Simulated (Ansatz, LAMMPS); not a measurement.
# Relaxing amorphous Ge (61 atoms), part 2 of 3

Wanted: the relaxed structure of amorphous Ge (61 atoms) and its electronic structure.

Ansatz 0.2.0; Kohn-Sham DFT, PBE, PAW (set soft_2), plane waves.

The cell: 61 Ge. The quench rate of 5 K/ps is orders of magnitude faster than experiment. The network of bonds at the start is that of the classical potential that made the cell. Only the Γ point is sampled, in a cell whose shortest periodic width is 11 Å.

So far. Step 3 (Single point at the start): Neighbours are counted within 2.93 Å (Ge-Ge).

## 4. Cell and atoms relaxed

The cell is relaxed with the atoms, since the starting lattice needn't suit this functional.

Input file input.yaml:

```yaml
crystal:
  lattice:
    - [10.8974, 0.0, 0.0]
    - [0.0, 10.8974, 0.0]
    - [0.0, 0.0, 10.8974]
  atoms:
    [... the 61 atom lines of step 3 ...]
kpoints:
  mp_grid: { grid: [1, 1, 1] }
hamiltonian:
  xc: pbe
scf:
  occupations: { method: fermi_dirac, width: 0.025 }
output:
  forces: true
relax:
  f_tol: 0.03
  max_steps: 200
  cell: {}
```

Launch:

```bash
$ ansatz run input.yaml --threads 4 --pin off --max-ram 8192MiB --backend cpu --events-out ev --progress --plain --runs-dir out
```

Numbers of over 12 decimals in the logs are rounded to 6 here.

Output:

```text
[...]
Crystal: 61 atoms, lattice volume = 1294.103 Å³
Basis set: ecut = 420 eV, 25341 PW (Γ), exchange–correlation on 150×150×150 points (8 copies of the dense FFT grid, shifted against one another)
Bands: 513, of which v1, the nominal top of the filled ones, is band 427 counted from 1 (426 counted from 0)
Symmetry: 1 space group operations
[...]
k-points: 1
[...]
SCF iter   1: F=—  HF=-261973.522952 eV  |F-HF|=—  |Δ(HF+E_count)|=         —  Δρ=4.66e-3  dr2=7.90e-1  ethr=1.77e-3  ⟨swp⟩=6.0  Hψ=1817  notcnv=0
[...]
SCF iter  11: F=-261973.343357 eV  HF=-261973.343357 eV  |F-HF|=6.57e-8  |Δ(HF+E_count)|=   2.75e-8  Δρ=1.65e-6  dr2=8.78e-8  ethr=1.17e-11  ⟨swp⟩=4.0  Hψ=1366  notcnv=0
SCF 1 converged in 11 iterations: F = -261973.343357 eV  dr2 = 8.78e-8
[...]
relax step   1: F+E_penalty+E_count = -261973.34335668 eV  Δ(F+E_penalty+E_count) = +0.000e0 eV  max|allowed force component| = 7.720e-1 eV/Å  Δτ_max = 0.0000 Å  P = +6.963 GPa  Ω = 1294.103 Å³  (11 SCF iters, dr2 threshold 1.00e-7 eV, accepted)
[... from here on, the SCF cycles and remarks between the steps are left out ...]
relax step   2: F+E_penalty+E_count = -261977.11248544 eV  Δ(F+E_penalty+E_count) = -3.769e0 eV  max|allowed force component| = 3.485e-1 eV/Å  Δτ_max = 0.1248 Å  P = +0.656 GPa  Ω = 1417.438 Å³  energy of the carried Pulay correction = -2.106e-2 eV  (7 SCF iters, dr2 threshold 6.10e-6 eV, accepted)
relax step   3: F+E_penalty+E_count = -261977.74526925 eV  Δ(F+E_penalty+E_count) = -6.328e-1 eV  max|allowed force component| = 3.261e-1 eV/Å  Δτ_max = 0.1560 Å  P = -0.216 GPa  Ω = 1438.407 Å³  energy of the carried Pulay correction = -2.445e-2 eV  (6 SCF iters, dr2 threshold 6.10e-6 eV, accepted)
relax step   4: F+E_penalty+E_count = -261978.04694443 eV  Δ(F+E_penalty+E_count) = -3.017e-1 eV  max|allowed force component| = 2.366e-1 eV/Å  Δτ_max = 0.1948 Å  P = -0.477 GPa  Ω = 1444.621 Å³  energy of the carried Pulay correction = -2.545e-2 eV  (9 SCF iters, dr2 threshold 6.10e-6 eV, accepted)
relax step   5: F+E_penalty+E_count = -261978.22192839 eV  Δ(F+E_penalty+E_count) = -1.750e-1 eV  max|allowed force component| = 2.586e-1 eV/Å  Δτ_max = 0.1712 Å  P = -0.236 GPa  Ω = 1438.619 Å³  energy of the carried Pulay correction = -2.449e-2 eV  (9 SCF iters, dr2 threshold 3.50e-6 eV, accepted)
relax step   6: F+E_penalty+E_count = -261978.38981663 eV  Δ(F+E_penalty+E_count) = -1.679e-1 eV  max|allowed force component| = 3.004e-1 eV/Å  Δτ_max = 0.1953 Å  P = +0.117 GPa  Ω = 1430.663 Å³  energy of the carried Pulay correction = -2.321e-2 eV  (9 SCF iters, dr2 threshold 4.18e-6 eV, accepted)
relax step   7: F+E_penalty+E_count = -261978.56200520 eV  Δ(F+E_penalty+E_count) = -1.722e-1 eV  max|allowed force component| = 2.672e-1 eV/Å  Δτ_max = 0.1628 Å  P = +0.352 GPa  Ω = 1425.088 Å³  energy of the carried Pulay correction = -2.231e-2 eV  (10 SCF iters, dr2 threshold 5.64e-6 eV, accepted)
relax step   8: F+E_penalty+E_count = -261978.90076893 eV  Δ(F+E_penalty+E_count) = -3.388e-1 eV  max|allowed force component| = 3.350e-1 eV/Å  Δτ_max = 0.1914 Å  P = +0.294 GPa  Ω = 1426.090 Å³  energy of the carried Pulay correction = -2.247e-2 eV  (10 SCF iters, dr2 threshold 4.46e-6 eV, accepted)
relax step   9: F+E_penalty+E_count = -261979.36064072 eV  Δ(F+E_penalty+E_count) = -4.599e-1 eV  max|allowed force component| = 4.441e-1 eV/Å  Δτ_max = 0.1921 Å  P = +0.068 GPa  Ω = 1430.916 Å³  energy of the carried Pulay correction = -2.325e-2 eV  (10 SCF iters, dr2 threshold 6.10e-6 eV, accepted)
relax step  10: F+E_penalty+E_count = -261979.77682875 eV  Δ(F+E_penalty+E_count) = -4.162e-1 eV  max|allowed force component| = 3.611e-1 eV/Å  Δτ_max = 0.1950 Å  P = -0.130 GPa  Ω = 1437.893 Å³  energy of the carried Pulay correction = -2.437e-2 eV  (9 SCF iters, dr2 threshold 6.10e-6 eV, accepted)
relax step  11: F+E_penalty+E_count = -261980.18048285 eV  Δ(F+E_penalty+E_count) = -4.037e-1 eV  max|allowed force component| = 3.144e-1 eV/Å  Δτ_max = 0.1910 Å  P = -0.137 GPa  Ω = 1441.370 Å³  energy of the carried Pulay correction = -2.493e-2 eV  (9 SCF iters, dr2 threshold 6.10e-6 eV, accepted)
relax step  12: F+E_penalty+E_count = -261980.49136100 eV  Δ(F+E_penalty+E_count) = -3.109e-1 eV  max|allowed force component| = 2.301e-1 eV/Å  Δτ_max = 0.1948 Å  P = -0.032 GPa  Ω = 1441.556 Å³  energy of the carried Pulay correction = -2.496e-2 eV  (8 SCF iters, dr2 threshold 6.10e-6 eV, accepted)
relax step  13: F+E_penalty+E_count = -261980.67467305 eV  Δ(F+E_penalty+E_count) = -1.833e-1 eV  max|allowed force component| = 2.134e-1 eV/Å  Δτ_max = 0.1918 Å  P = +0.019 GPa  Ω = 1442.126 Å³  energy of the carried Pulay correction = -2.505e-2 eV  (9 SCF iters, dr2 threshold 3.31e-6 eV, accepted)
relax step  14: F+E_penalty+E_count = -261980.77035236 eV  Δ(F+E_penalty+E_count) = -9.568e-2 eV  max|allowed force component| = 2.505e-1 eV/Å  Δτ_max = 0.1962 Å  P = +0.057 GPa  Ω = 1441.749 Å³  energy of the carried Pulay correction = -2.499e-2 eV  (8 SCF iters, dr2 threshold 2.85e-6 eV, accepted)
[...]
relax step  22: F+E_penalty+E_count = -261981.79479454 eV  Δ(F+E_penalty+E_count) = -1.271e-1 eV  max|allowed force component| = 2.395e-1 eV/Å  Δτ_max = 0.1453 Å  P = +0.003 GPa  Ω = 1438.343 Å³  energy of the carried Pulay correction = -2.444e-2 eV  (8 SCF iters, dr2 threshold 4.85e-6 eV, accepted)
relax step  23: F+E_penalty+E_count = -261981.83227223 eV  Δ(F+E_penalty+E_count) = -3.748e-2 eV  max|allowed force component| = 1.092e-1 eV/Å  Δτ_max = 0.0538 Å  P = -0.004 GPa  Ω = 1438.453 Å³  energy of the carried Pulay correction = -2.446e-2 eV  (7 SCF iters, dr2 threshold 3.58e-6 eV, accepted)
relax step  24: F+E_penalty+E_count = -261981.85276164 eV  Δ(F+E_penalty+E_count) = -2.049e-2 eV  max|allowed force component| = 9.276e-2 eV/Å  Δτ_max = 0.1016 Å  P = -0.003 GPa  Ω = 1439.176 Å³  energy of the carried Pulay correction = -2.458e-2 eV  (9 SCF iters, dr2 threshold 7.45e-7 eV, accepted)
relax step  25: F+E_penalty+E_count = -261981.86175751 eV  Δ(F+E_penalty+E_count) = -8.996e-3 eV  max|allowed force component| = 5.275e-2 eV/Å  Δτ_max = 0.0490 Å  P = -0.035 GPa  Ω = 1440.392 Å³  energy of the carried Pulay correction = -2.477e-2 eV  (8 SCF iters, dr2 threshold 5.38e-7 eV, accepted)
relax step  26: F+E_penalty+E_count = -261981.86751944 eV  Δ(F+E_penalty+E_count) = -5.762e-3 eV  max|allowed force component| = 3.928e-2 eV/Å  Δτ_max = 0.0289 Å  P = -0.011 GPa  Ω = 1439.699 Å³  energy of the carried Pulay correction = -2.466e-2 eV  (8 SCF iters, dr2 threshold 1.74e-7 eV, accepted)
relax step  27: F+E_penalty+E_count = -261981.87198207 eV  Δ(F+E_penalty+E_count) = -4.463e-3 eV  max|allowed force component| = 3.290e-2 eV/Å  Δτ_max = 0.0420 Å  P = -0.002 GPa  Ω = 1439.869 Å³  energy of the carried Pulay correction = -2.469e-2 eV  (9 SCF iters, dr2 threshold 9.64e-8 eV, accepted)
relax step  28: F+E_penalty+E_count = -261981.87425805 eV  Δ(F+E_penalty+E_count) = -2.276e-3 eV  max|allowed force component| = 2.779e-2 eV/Å  Δτ_max = 0.0340 Å  P = +0.005 GPa  Ω = 1440.150 Å³  energy of the carried Pulay correction = -2.473e-2 eV  (9 SCF iters, dr2 threshold 6.76e-8 eV, accepted)
relax step  29: F+E_penalty+E_count = -261981.87580740 eV  Δ(F+E_penalty+E_count) = -1.549e-3 eV  max|allowed force component| = 1.866e-2 eV/Å  Δτ_max = 0.0312 Å  P = +0.002 GPa  Ω = 1440.837 Å³  energy of the carried Pulay correction = -2.484e-2 eV  (12 SCF iters, accepted)
relax step  30: F+E_penalty+E_count = -261982.04581162 eV  Δ(F+E_penalty+E_count) = -1.700e-1 eV  max|allowed force component| = 1.812e-2 eV/Å  Δτ_max = 0.0000 Å  P = +0.250 GPa  Ω = 1440.837 Å³  stress off target by 5.39e-1 GPa  SCF on the basis re-selected at this cell (its energy is not comparable with the rows above)  (15 SCF iters)
relax step  31: F+E_penalty+E_count = -261982.05970298 eV  Δ(F+E_penalty+E_count) = -1.389e-2 eV  max|allowed force component| = 3.846e-2 eV/Å  Δτ_max = 0.0317 Å  P = -0.007 GPa  Ω = 1448.379 Å³  energy of the carried Pulay correction = -1.219e-3 eV  (9 SCF iters, dr2 threshold 7.25e-7 eV, accepted)
relax step  32: F+E_penalty+E_count = -261982.06254386 eV  Δ(F+E_penalty+E_count) = -2.841e-3 eV  max|allowed force component| = 1.798e-2 eV/Å  Δτ_max = 0.0155 Å  P = -0.043 GPa  Ω = 1449.140 Å³  energy of the carried Pulay correction = -1.351e-3 eV  (9 SCF iters, dr2 threshold 9.24e-8 eV, accepted)
relax step  33: F+E_penalty+E_count = -261982.06415400 eV  Δ(F+E_penalty+E_count) = -1.610e-3 eV  max|allowed force component| = 1.442e-2 eV/Å  Δτ_max = 0.0206 Å  P = -0.005 GPa  Ω = 1447.819 Å³  energy of the carried Pulay correction = -1.128e-3 eV  (10 SCF iters, dr2 threshold 8.62e-9 eV, accepted)
relax step  34: F+E_penalty+E_count = -261982.06552491 eV  Δ(F+E_penalty+E_count) = -1.371e-3 eV  max|allowed force component| = 1.441e-2 eV/Å  Δτ_max = 0.0000 Å  P = -0.007 GPa  Ω = 1447.819 Å³  stress off target by 1.30e-2 GPa  SCF on the basis re-selected at this cell (its energy is not comparable with the rows above)  (10 SCF iters)
[...]
SCF converged after 10 iterations
Free energy (F): -261982.065525 eV
[...]
Internal energy: -261982.065503 eV  (E = F + TS)
E sigma→0 (E₀):  -261982.065514 eV
Entropy (-TS):   -0.000022 eV (-0.000 meV/atom)
Fermi energy:    7.663269 eV
[...]
--- Forces (eV/Å), atoms counted from 1 ---
  atom   1  Ge     0.00294937    -0.00023080    -0.00216630
  atom   2  Ge     0.00363865     0.00574295    -0.00199490
  atom   3  Ge    -0.00072265    -0.00117680     0.00290628
  atom   4  Ge     0.00159714    -0.00241291     0.00099736
  atom   5  Ge     0.00300490     0.00086762     0.00191988
  atom   6  Ge     0.00157358     0.00251590    -0.00432867
  atom   7  Ge     0.00144329    -0.00007719    -0.00022971
  atom   8  Ge    -0.00101373     0.00962616    -0.00027098
  atom   9  Ge    -0.00060541    -0.00286530    -0.00053654
  atom  10  Ge     0.00778221     0.00452066    -0.00179188
  atom  11  Ge    -0.00337708    -0.00222137    -0.00202159
  atom  12  Ge    -0.00199637     0.01205842    -0.00314911
  atom  13  Ge    -0.00283001     0.01216824     0.00432623
  atom  14  Ge    -0.00002382    -0.00167837    -0.00098877
[...]
atom  60  Ge    -0.00144590    -0.00166307     0.00358950
  atom  61  Ge     0.00194898     0.00161333    -0.00032491
  max |Σ_I F_I| component: 2.93e-7 eV/Å
--- Stress (GPa, compression-positive) ---
       -0.012796      -0.001219       0.000025
       -0.001219       0.000999       0.003775
        0.000025       0.003775      -0.010099
  P = ⅓ Tr σ = -0.0073 GPa (-0.073 kbar)
--- Relaxed structure (32 steps of the walk, 32 accepted, 2 SCFs on fresh bases) ---
  F+E_penalty+E_count = -261982.06552491 eV   max|allowed force component| = 1.441e-2 eV/Å   (the final SCF, on the basis selected at the relaxed cell)
  cell:  # Å, volume = 1447.8192 Å³
    - [10.266920, -0.047193, -0.265173]
    - [-0.047193, 12.270835, 0.023777]
    - [-0.265173, 0.023777, 11.499210]
  atoms:
    - { symbol: Ge, position: [0.438622, 0.280874, 0.154413] }
    - { symbol: Ge, position: [0.609587, 0.711425, 0.825605] }
    - { symbol: Ge, position: [0.412575, 0.908660, 0.409598] }
    - { symbol: Ge, position: [0.982315, 0.239078, 0.830333] }
[...]
- { symbol: Ge, position: [0.955550, 0.259252, 0.617275] }
```

The job ended after 11 min (4 threads of Arm Neoverse V2, shared host; peak memory 2.1 GiB).

The steps of the relaxation (22 of 34):

```csv
step,energy less that of the first step (eV),largest force component (eV/Å),pressure (GPa),volume (Å³)
1,0.0000,0.7720,6.96,1294.10
3,-4.4019,0.3261,-0.22,1438.41
4,-4.7036,0.2366,-0.48,1444.62
6,-5.0465,0.3004,0.12,1430.66
7,-5.2186,0.2672,0.35,1425.09
9,-6.0173,0.4441,0.07,1430.92
10,-6.4335,0.3611,-0.13,1437.89
12,-7.1480,0.2301,-0.03,1441.56
14,-7.4270,0.2505,0.06,1441.75
15,-7.5275,0.2231,0.00,1441.97
17,-7.7087,0.1237,-0.07,1441.26
18,-7.8725,0.2706,-0.19,1440.59
20,-8.2869,0.2507,-0.11,1437.49
21,-8.3243,0.2784,0.12,1437.11
23,-8.4889,0.1092,0.00,1438.45
25,-8.5184,0.0528,-0.04,1440.39
26,-8.5242,0.0393,-0.01,1439.70
28,-8.5309,0.0278,0.00,1440.15
29,-8.5324,0.0187,0.00,1440.84
31,-8.7163,0.0385,-0.01,1448.38
32,-8.7192,0.0180,-0.04,1449.14
34*,-8.7222,0.0144,-0.01,1447.82
```

Relaxation steps marked * repeat the geometry before them on a plane-wave basis chosen anew for their cell, so energy and pressure can jump there. Other such steps can lie between the rows shown.

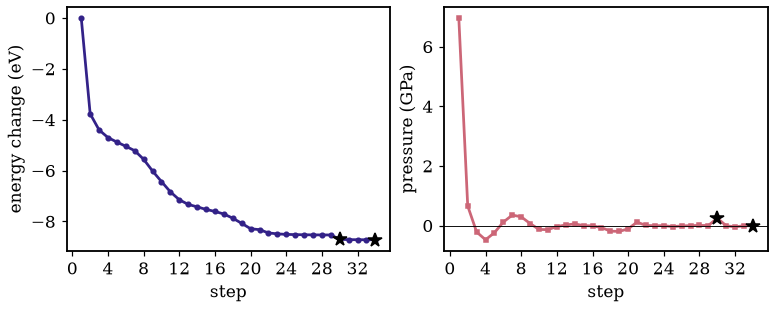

Energy and pressure along the relaxation. Stars mark steps on a basis chosen anew.

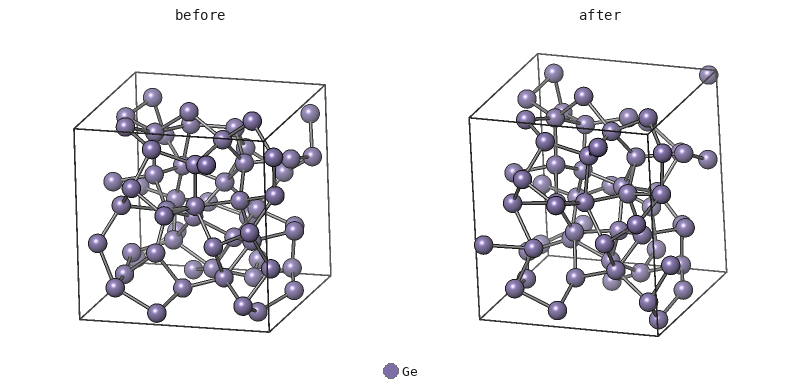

Before and after, at one scale. Bonds to atoms that aren't drawn are left out.

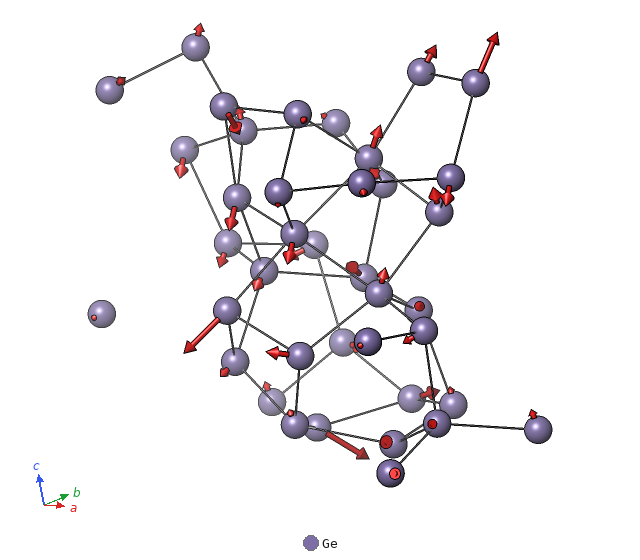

Displacements in the relaxation, scaled, measured against the changing cell; the longest in the cell stands for 1.80 Å. Drawn is a slice 6 Å thick, seen at a slant to the ac plane. Bonds to atoms that aren't drawn are left out.

```
     cell as run  before   after   change
           a (Å)  10.897  10.270   -5.8 %
           b (Å)  10.897  12.271  +12.6 %
           c (Å)  10.897  11.502   +5.6 %
           α (°)   90.00   89.77   -0.3 %
           β (°)   90.00   92.80   +3.1 %
           γ (°)   90.00   90.49   +0.5 %
volume (Å³/atom)   21.21   23.73  +11.9 %
```

The atoms that moved most (Å, as changes of fractional coordinates times the final cell):

| atom | dx | dy | dz | length |
| --- | --- | --- | --- | --- |
| Ge34 | 0.576 | 1.161 | -1.246 | 1.798 |
| Ge52 | -0.476 | -1.420 | -0.870 | 1.732 |
| Ge37 | -0.537 | -1.510 | 0.479 | 1.673 |
| Ge54 | 0.330 | 1.568 | -0.116 | 1.607 |
| Ge60 | 0.048 | 1.023 | 1.171 | 1.555 |
| Ge42 | -0.274 | 0.506 | -0.912 | 1.078 |
| Ge3 | 0.375 | -0.694 | 0.608 | 0.996 |
| Ge19 | 0.339 | -0.676 | -0.639 | 0.991 |

The relaxation changed the energy by -143 meV/atom, and atoms moved by 0.73 Å r.m.s., 1.8 Å at most.

## 5. Local order after relaxation

Bonds before and after, by the cutoffs listed below:

| pair | bonds before | bonds after | mean before (Å) | mean after (Å) | spread before (Å) | spread after (Å) |
| --- | --- | --- | --- | --- | --- | --- |
| Ge-Ge | 144 | 133 | 2.565 | 2.593 | 0.163 | 0.136 |

Density 5.08 g/cm³, 23.73 Å³ an atom.

Pair distribution function in bins of 0.2 Å:

| r (Å) | total |
| --- | --- |
| 2.40 | 1.27 |
| 2.60 | 4.17 |
| 2.80 | 0.48 |
| 3.00 | 0.17 |
| 3.20 | 0.18 |
| 3.40 | 0.42 |
| 3.60 | 0.74 |
| 3.80 | 1.41 |
| 4.00 | 1.73 |
| 4.20 | 1.75 |
| 4.40 | 1.25 |
| 4.60 | 0.97 |
| 4.80 | 0.92 |
| 5.00 | 0.85 |

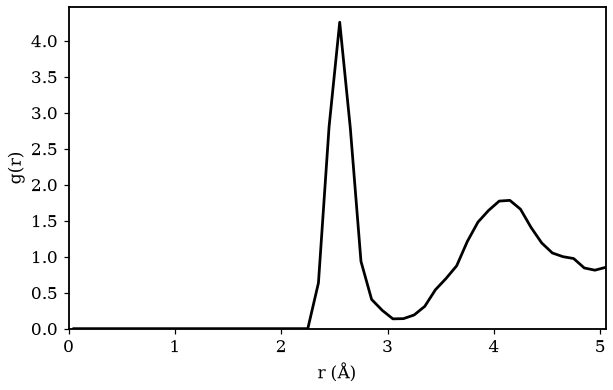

Pair distribution functions, lightly smoothed.

Bonds by pair of elements; cutoffs follow the first minimum of g(r), held within bounds set by covalent radii, and pairs that aren't listed don't count as bonded:

| pair A-B | cutoff (Å) | bonds | mean length (Å) | spread (Å) | shortest (Å) | B about A | A about B |
| --- | --- | --- | --- | --- | --- | --- | --- |
| Ge-Ge | 3.12 | 133 | 2.59 | 0.136 | 2.44 | 4.36 | 4.36 |

How many atoms have how many bonded neighbours:

| element | mean | 4 | 5 | 6 |
| --- | --- | --- | --- | --- |
| Ge | 4.36 | 44 | 12 | 5 |

Bond angles (no mean is given where the spread exceeds 20°):

```
   angle  count  mean (°)  spread (°)
Ge-Ge-Ge    459         -           -
```

Bond length by coordination (bonds to H left out):

| element | coordination | atoms | mean bond length (Å) |
| --- | --- | --- | --- |
| Ge | 4 | 44 | 2.54 |
| Ge | 5 | 12 | 2.65 |
| Ge | 6 | 5 | 2.77 |

Rings of the network by King's shortest-path rule, up to 12 atoms, one path for each pair of neighbours; H, halogens, alkali and alkaline-earth atoms are left out, and the last column divides by all other atoms, bonded or not:

| ring size (atoms) | rings | per network atom |
| --- | --- | --- |
| 3 | 11 | 0.18 |
| 4 | 13 | 0.213 |
| 5 | 47 | 0.77 |
| 6 | 66 | 1.08 |
| 7 | 30 | 0.492 |
| 8 | 4 | 0.066 |

The first peak of g(r) lies near 2.5 Å. By these cutoffs 72 % of Ge atoms have 4 bonded neighbours. Bonds at Ge atoms with 4 neighbours average 2.54 Å, against 2.77 Å at those with 6. Rings of 6 atoms are the most common (39 % of those counted); sizes run from 3 to 8.

(Part 2 of 3 ends here.)

[Logs are printed without paths, hosts, clocks, repeated set-up lines and the standing remarks that a program may print on its own settings, such as how far it seeks lower states.]

[Hosts, paths, dates, database ids (printed as entryN), source tags and the programs' standing remarks are cut or masked in the printed files.]
